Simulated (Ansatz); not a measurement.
Consider C₂H₇As (SMILES [CH2][AsH2+]C) (charge +1, doublet).

Input

```
crystal:
  periodic: [false, false, false]
  atoms:
    - {symbol: C, position_ang: [-0.922833, 1.324839, -2.574245]}
    - {symbol: C, position_ang: [1.639849, 0.089485, -1.116159]}
    - {symbol: As, position_ang: [-0.138571, -0.211597, -1.816222]}
    - {symbol: H, position_ang: [-1.495103, 2.007250, -1.939817]}
    - {symbol: H, position_ang: [-0.754739, 1.550929, -3.630742]}
    - {symbol: H, position_ang: [-1.023990, -0.714831, -0.713589]}
    - {symbol: H, position_ang: [-0.082603, -1.291668, -2.857005]}
    - {symbol: H, position_ang: [1.578610, 0.859739, -0.334982]}
    - {symbol: H, position_ang: [2.283576, 0.427457, -1.939970]}
    - {symbol: H, position_ang: [2.010515, -0.857630, -0.698254]}
basis:
  gaussian: {orbitals: def2-TZVPD}
total_charge: 1
magnetization: {spin_polarized: true, initial_magnetization: 1}
hamiltonian: {xc: {name: PBE0}}
output: {forces: true, orbitals: {seedname: orbitals}}
```

Run with:

```sh
ansatz run input.yaml --threads 2 --pin off --max-ram 4350MiB --events-out events.jsonl --progress --plain --runs-dir runs
```

Geometry: B3LYP-D3(BJ)/def2-SVP.

These are results of Ansatz 0.2.0, isolated molecule in a Gaussian basis; Kohn-Sham density functional theory, functional PBE0, not measurements.

Question: What can the converged electron density, electron localisation function and spin density tell about the bonding?

Answer: C–As (1.88 Å): the density is about 1.1 e/Å³ at the midpoint; the ELF peaks at about 0.90 between the atoms, as expected for a shared electron pair.
C–H (1.10 Å): the density is about 2 e/Å³ at the midpoint; the ELF climbs to about 1 towards the hydrogen, as it does in any bond to H: a covalent bond by its length.
C–As (1.93 Å): the density is about 0.99 e/Å³ at the midpoint; the ELF peaks at about 0.90 between the atoms (a covalent bond).
The unpaired spin (1 electron) lies mostly on C1 (about 0.8) and As3 (about 0.1), in electrons by Hirshfeld's partition.

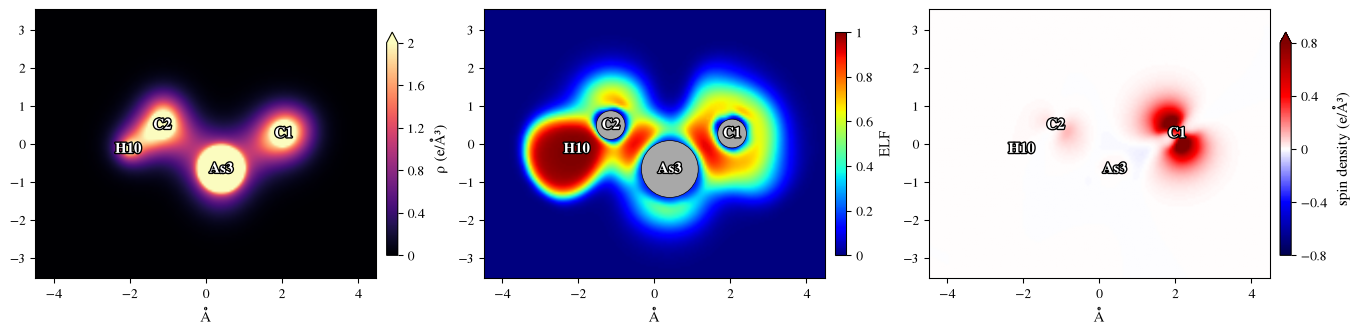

Computed electron density, electron localisation function and spin density on the plane of atoms C1, As3 and C2, in this order. Grey discs cover the atomic cores in the ELF map. 
